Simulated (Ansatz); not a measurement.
# CH8BNSi: two geometries relaxed

Are the two ends of the inversion of the pyramid at N4 separate minima, and which lies lower? Each is relaxed from a guess. SMILES of the start: C[SiH2]BN.

Program: Ansatz 0.2.0. Level of theory: RKS PBE-D4/cc-pVDZ. These are calculated values, not measurements.

### Step 1. The structure to begin with

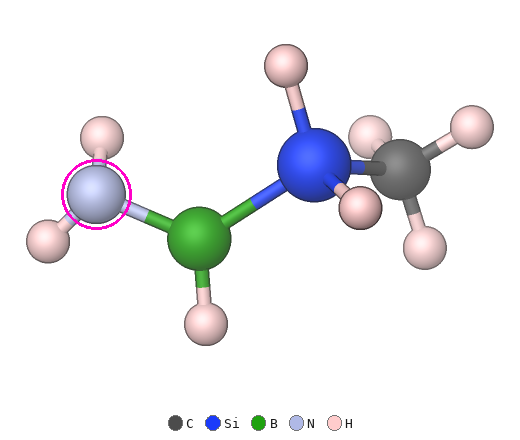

The starting structure, seen from a free direction (carbon dark grey, silicon blue, boron green, nitrogen light blue, hydrogen pink). Ringed: N4.

As a file:

```xyz
12

C    -1.3415    1.2767   -0.0772
Si   -0.1679    0.3163    0.8981
B     1.1140   -0.4598   -0.3141
N     1.3790   -1.9616   -0.3804
H    -1.9010    0.6558   -0.8373
H    -2.1395    1.7833    0.5953
H    -0.8298    2.1322   -0.6260
H    -0.8341   -0.7350    1.6079
H     0.5200    1.2090    1.9091
H     1.8274    0.2463   -0.9386
H     2.0258   -2.1710   -1.0749
H     0.4246   -2.3473   -0.7277
```

### Step 2. End point A

The input, input.yaml:

```yaml
crystal:
  periodic: [false, false, false]
  atoms:
    - { symbol: C, position_ang: [-1.3415, 1.2767, -0.0772] }
    - { symbol: Si, position_ang: [-0.1679, 0.3163, 0.8981] }
    - { symbol: B, position_ang: [1.114, -0.4598, -0.3141] }
    - { symbol: "N", position_ang: [1.379, -1.9616, -0.3804] }
    - { symbol: H, position_ang: [-1.901, 0.6558, -0.8373] }
    - { symbol: H, position_ang: [-2.1395, 1.7833, 0.5953] }
    - { symbol: H, position_ang: [-0.8298, 2.1322, -0.626] }
    - { symbol: H, position_ang: [-0.8341, -0.735, 1.6079] }
    - { symbol: H, position_ang: [0.52, 1.209, 1.9091] }
    - { symbol: H, position_ang: [1.8274, 0.2463, -0.9386] }
    - { symbol: H, position_ang: [2.0258, -2.171, -1.0749] }
    - { symbol: H, position_ang: [0.4246, -2.3473, -0.7277] }
basis:
  gaussian: { orbitals: cc-pVDZ }
hamiltonian:
  xc: pbe
  dispersion: d4
relax:
  f_tol: 0.015
  max_steps: 40
```

On the command line:

```bash
ansatz run input.yaml --threads 2 --pin off --max-ram 3072MiB --backend cpu --events-out ev --progress --plain --runs-dir out
```

Log:

```text
Warning: RAYON_NUM_THREADS=2 ignored (pool sized by the plan → 2); use --threads N
The last accepted step is kept in <dir> (removed where the run ends without a failure and the disk answers)
Engine: ansatz 0.2.0, aarch64-unknown-linux-gnu
Functional definition: PBE
  parameter kappa = 0.804
  parameter beta = 0.06672455060314922
  exchange = pbe_x(kappa = kappa, mu = beta*pi^2/3)
  correlation = pbe_c(beta = beta)
1234 factors; their error is unknown
mean field evaluation 1: about -11190.5500 eV, gradient 7.1e1 eV
mean field evaluation 2: about -11157.5503 eV, gradient 1.2e2 eV
mean field evaluation 4: about -11201.9400 eV, gradient 9.2e0 eV
mean field evaluation 8: about -11202.1712 eV, gradient 1.6e-1 eV
mean field evaluation 16: about -11202.1323 eV, gradient 1.0e-4 eV
mean field -11202.13227081 eV, -411.6707678743 hartree, gradient 4.8e-5 eV, S^2 0.000000; 0 other end points of the search recorded, 0 dependent functions left out
the calculation of the forces begins
reference -11202.13231075 eV, -411.6707693422 hartree; 20, 20 occupied and 80, 80 virtual orbitals, 1234 factors
relax step   1: F+E_penalty+E_count = -11202.34020859 eV  Δ(F+E_penalty+E_count) = +0.000e0 eV  max|allowed force component| = 4.288e0 eV/Å  Δτ_max = 0.0000 Å  (28 SCF iters, accepted)
these checks for a lower state are left out or cut short: starts, cluster_reference, orbital_swaps, neighbouring_geometries, increment
1234 factors; their error is unknown
mean field -11202.85966636 eV, -411.6974991679 hartree, gradient 7.5e-6 eV, S^2 0.000000; 0 other end points of the search recorded, 0 dependent functions left out
the calculation of the forces begins
reference -11202.85970708 eV, -411.6975006641 hartree; 20, 20 occupied and 80, 80 virtual orbitals, 1234 factors
relax step   2: F+E_penalty+E_count = -11203.06460075 eV  Δ(F+E_penalty+E_count) = -7.244e-1 eV  max|allowed force component| = 2.409e0 eV/Å  Δτ_max = 0.1947 Å  (27 SCF iters, accepted)
these checks for a lower state are left out or cut short: starts, cluster_reference, orbital_swaps, neighbouring_geometries, increment
1234 factors; their error is unknown
mean field evaluation 32: about -11203.1523 eV, gradient 6.0e-6 eV
mean field -11203.15226477 eV, -411.7082519609 hartree, gradient 6.0e-6 eV, S^2 0.000000; 0 other end points of the search recorded, 0 dependent functions left out
the calculation of the forces begins
reference -11203.15230574 eV, -411.7082534666 hartree; 20, 20 occupied and 80, 80 virtual orbitals, 1234 factors
relax step   3: F+E_penalty+E_count = -11203.35662281 eV  Δ(F+E_penalty+E_count) = -2.920e-1 eV  max|allowed force component| = 1.679e0 eV/Å  Δτ_max = 0.2000 Å  (29 SCF iters, accepted)
these checks for a lower state are left out or cut short: starts, cluster_reference, orbital_swaps, neighbouring_geometries, increment
1234 factors; their error is unknown
mean field -11203.27961756 eV, -411.7129320898 hartree, gradient 7.7e-6 eV, S^2 0.000000; 0 other end points of the search recorded, 0 dependent functions left out
the calculation of the forces begins
reference -11203.27965896 eV, -411.7129336111 hartree; 20, 20 occupied and 80, 80 virtual orbitals, 1234 factors
relax step   4: F+E_penalty+E_count = -11203.48231212 eV  Δ(F+E_penalty+E_count) = -1.257e-1 eV  max|allowed force component| = 1.849e0 eV/Å  Δτ_max = 0.1936 Å  (27 SCF iters, accepted)
these checks for a lower state are left out or cut short: starts, cluster_reference, orbital_swaps, neighbouring_geometries, increment
1234 factors; their error is unknown
mean field -11203.37433882 eV, -411.7164130318 hartree, gradient 2.4e-5 eV, S^2 0.000000; 0 other end points of the search recorded, 0 dependent functions left out
the calculation of the forces begins
reference -11203.37438010 eV, -411.7164145487 hartree; 20, 20 occupied and 80, 80 virtual orbitals, 1234 factors
relax step   5: F+E_penalty+E_count = -11203.57687442 eV  Δ(F+E_penalty+E_count) = -9.456e-2 eV  max|allowed force component| = 9.742e-1 eV/Å  Δτ_max = 0.2000 Å  (27 SCF iters, accepted)
these checks for a lower state are left out or cut short: starts, cluster_reference, orbital_swaps, neighbouring_geometries, increment
1234 factors; their error is unknown
mean field -11203.36097381 eV, -411.7159218769 hartree, gradient 1.1e-5 eV, S^2 0.000000; 0 other end points of the search recorded, 0 dependent functions left out
the calculation of the forces begins
reference -11203.36101511 eV, -411.7159233944 hartree; 20, 20 occupied and 80, 80 virtual orbitals, 1234 factors
relax step   6: F+E_penalty+E_count = -11203.56385529 eV  Δ(F+E_penalty+E_count) = +1.302e-2 eV  max|allowed force component| = 4.444e-1 eV/Å  Δτ_max = 0.1999 Å  (27 SCF iters, rejected (line search))
these checks for a lower state are left out or cut short: starts, cluster_reference, orbital_swaps, neighbouring_geometries, increment
1234 factors; their error is unknown
mean field -11203.40251328 eV, -411.7174484239 hartree, gradient 2.4e-5 eV, S^2 0.000000; 0 other end points of the search recorded, 0 dependent functions left out
the calculation of the forces begins
reference -11203.40255438 eV, -411.7174499344 hartree; 20, 20 occupied and 80, 80 virtual orbitals, 1234 factors
relax step   7: F+E_penalty+E_count = -11203.60525440 eV  Δ(F+E_penalty+E_count) = -2.838e-2 eV  max|allowed force component| = 2.750e-1 eV/Å  Δτ_max = 0.1000 Å  (27 SCF iters, accepted)
these checks for a lower state are left out or cut short: starts, cluster_reference, orbital_swaps, neighbouring_geometries, increment
1234 factors; their error is unknown
mean field evaluation 64: about -11203.4055 eV, gradient 3.7e-5 eV
mean field -11203.40545441 eV, -411.7175565086 hartree, gradient 2.3e-5 eV, S^2 0.000000; 0 other end points of the search recorded, 0 dependent functions left out
the calculation of the forces begins
reference -11203.40549552 eV, -411.7175580194 hartree; 20, 20 occupied and 80, 80 virtual orbitals, 1234 factors
relax step   8: F+E_penalty+E_count = -11203.60826223 eV  Δ(F+E_penalty+E_count) = -3.008e-3 eV  max|allowed force component| = 2.497e-2 eV/Å  Δτ_max = 0.0548 Å  (28 SCF iters, accepted)
these checks for a lower state are left out or cut short: starts, cluster_reference, orbital_swaps, neighbouring_geometries, increment
1234 factors; their error is unknown
mean field -11203.40634929 eV, -411.7175893949 hartree, gradient 2.3e-5 eV, S^2 0.000000; 0 other end points of the search recorded, 0 dependent functions left out
the calculation of the forces begins
reference -11203.40639040 eV, -411.7175909055 hartree; 20, 20 occupied and 80, 80 virtual orbitals, 1234 factors
relax step   9: F+E_penalty+E_count = -11203.60903540 eV  Δ(F+E_penalty+E_count) = -7.732e-4 eV  max|allowed force component| = 1.059e-1 eV/Å  Δτ_max = 0.0364 Å  (28 SCF iters, accepted)
these checks for a lower state are left out or cut short: starts, cluster_reference, orbital_swaps, neighbouring_geometries, increment
1234 factors; their error is unknown
mean field -11203.40703758 eV, -411.7176146890 hartree, gradient 2.4e-5 eV, S^2 0.000000; 0 other end points of the search recorded, 0 dependent functions left out
the calculation of the forces begins
reference -11203.40707870 eV, -411.7176162001 hartree; 20, 20 occupied and 80, 80 virtual orbitals, 1234 factors
relax step  10: F+E_penalty+E_count = -11203.60958402 eV  Δ(F+E_penalty+E_count) = -5.486e-4 eV  max|allowed force component| = 9.082e-2 eV/Å  Δτ_max = 0.0233 Å  (28 SCF iters, accepted)
these checks for a lower state are left out or cut short: starts, cluster_reference, orbital_swaps, neighbouring_geometries, increment
1234 factors; their error is unknown
mean field -11203.40774349 eV, -411.7176406308 hartree, gradient 2.3e-5 eV, S^2 0.000000; 0 other end points of the search recorded, 0 dependent functions left out
the calculation of the forces begins
reference -11203.40778463 eV, -411.7176421427 hartree; 20, 20 occupied and 80, 80 virtual orbitals, 1234 factors
relax step  11: F+E_penalty+E_count = -11203.61005049 eV  Δ(F+E_penalty+E_count) = -4.665e-4 eV  max|allowed force component| = 3.991e-2 eV/Å  Δτ_max = 0.0352 Å  (27 SCF iters, accepted)
these checks for a lower state are left out or cut short: starts, cluster_reference, orbital_swaps, neighbouring_geometries, increment
1234 factors; their error is unknown
mean field -11203.40800408 eV, -411.7176502074 hartree, gradient 2.4e-5 eV, S^2 0.000000; 0 other end points of the search recorded, 0 dependent functions left out
the calculation of the forces begins
reference -11203.40804522 eV, -411.7176517193 hartree; 20, 20 occupied and 80, 80 virtual orbitals, 1234 factors
relax step  12: F+E_penalty+E_count = -11203.61026990 eV  Δ(F+E_penalty+E_count) = -2.194e-4 eV  max|allowed force component| = 1.749e-2 eV/Å  Δτ_max = 0.0258 Å  (27 SCF iters, accepted)
these checks for a lower state are left out or cut short: starts, cluster_reference, orbital_swaps, neighbouring_geometries, increment
1234 factors; their error is unknown
mean field evaluation 96: about -11203.4416 eV, gradient 9.6e-1 eV
mean field -11203.40814262 eV, -411.7176552985 hartree, gradient 2.4e-5 eV, S^2 0.000000; 0 other end points of the search recorded, 0 dependent functions left out
the calculation of the forces begins
reference -11203.40818376 eV, -411.7176568102 hartree; 20, 20 occupied and 80, 80 virtual orbitals, 1234 factors
relax step  13: F+E_penalty+E_count = -11203.61042504 eV  Δ(F+E_penalty+E_count) = -1.551e-4 eV  max|allowed force component| = 1.006e-2 eV/Å  Δτ_max = 0.0304 Å  (28 SCF iters, accepted)
1234 factors; their error is unknown
mean field -11203.40814262 eV, -411.7176552985 hartree, gradient 2.4e-5 eV, S^2 0.000000; 1 other end points of the search recorded, 0 dependent functions left out
the calculation of the forces begins
reference -11203.40818376 eV, -411.7176568102 hartree; 20, 20 occupied and 80, 80 virtual orbitals, 1234 factors
Total energy: -11203.61046618 eV, -411.7250905521 hartree
Atom 0 at    -1.433950     1.443577    -0.070418 Å, force     0.001454     0.002604     0.002906 eV/Å
Atom 1 at    -0.217202     0.263347     0.808944 Å, force    -0.000768     0.001064    -0.001321 eV/Å
Atom 2 at     1.188024    -0.490644    -0.443189 Å, force    -0.000289    -0.010059    -0.001613 eV/Å
Atom 3 at     1.365216    -1.871145    -0.565115 Å, force    -0.005053     0.003343     0.003052 eV/Å
Atom 4 at    -1.989259     0.913521    -0.870396 Å, force     0.001895     0.000399     0.000776 eV/Å
Atom 5 at    -2.169795     1.861251     0.645643 Å, force    -0.000441     0.000141    -0.003437 eV/Å
Atom 6 at    -0.884457     2.287121    -0.535515 Å, force    -0.000705    -0.003836     0.000459 eV/Å
Atom 7 at    -1.012571    -0.855499     1.466460 Å, force     0.001240     0.000999     0.001006 eV/Å
Atom 8 at     0.446719     1.028060     1.940121 Å, force    -0.000541    -0.001391     0.000651 eV/Å
Atom 9 at     1.907985     0.223929    -1.120162 Å, force    -0.003341     0.000168     0.002004 eV/Å
Atom 10 at     2.061144    -2.301332    -1.178210 Å, force     0.003395    -0.001956    -0.001801 eV/Å
Atom 11 at     0.815146    -2.557287    -0.043961 Å, force     0.003154     0.008525    -0.002682 eV/Å
Dipole moment:     0.083375    -0.416448    -0.218353 e Å
```

Run time: 25 s. Hardware: 2 threads of Arm Neoverse V1, shared host; peak memory 0.15 GiB.

The steps of the relaxation:

```
step  energy from step 1 (eV)  largest force component (eV/Å)
   1                   0.0000                          4.2877
   2                  -0.7244                          2.4087
   3                  -1.0164                          1.6790
   4                  -1.1421                          1.8493
   5                  -1.2367                          0.9742
  6x                  -1.2236                          0.4444
   7                  -1.2650                          0.2750
   8                  -1.2681                          0.0250
   9                  -1.2688                          0.1059
  10                  -1.2694                          0.0908
  11                  -1.2698                          0.0399
  12                  -1.2701                          0.0175
  13                  -1.2702                          0.0101
```

Step 1 is the start. 1 step was tried and not accepted (marked x).

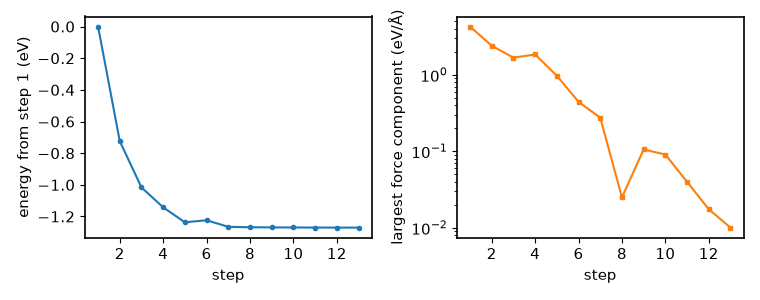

Energy and largest force along the relaxation.

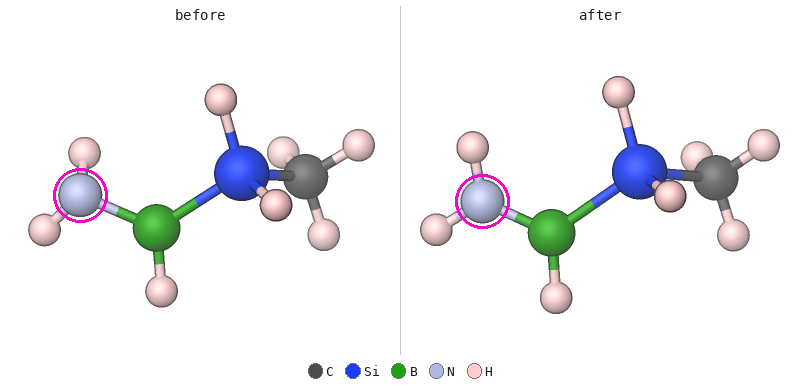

The structure before (left) and after (right), drawn at the same scale.

After: Bond lengths: C1–Si2 1.910 Å, Si2–B3 2.028 Å, B3–N4 1.397 Å, C1–H5 1.109 Å, C1–H6 1.108 Å, C1–H7 1.109 Å, Si2–H8 1.522 Å, Si2–H9 1.518 Å, B3–H10 1.220 Å, N4–H11 1.022 Å, N4–H12 1.022 Å. Angles (14 of 18 angles, heavy atoms first): C1–Si2–B3 112.8°, Si2–B3–N4 120.6°, C1–Si2–H8 108.7°, C1–Si2–H9 108.1°, B3–Si2–H8 110.8°, B3–Si2–H9 110.1°, Si2–C1–H5 110.8°, Si2–C1–H6 111.0°, Si2–C1–H7 110.3°, Si2–B3–H10 122.3°, N4–B3–H10 117.1°, B3–N4–H11 123.7°, B3–N4–H12 123.4°, H8–Si2–H9 106.1°.

(Part 1 of 2 ends here.)
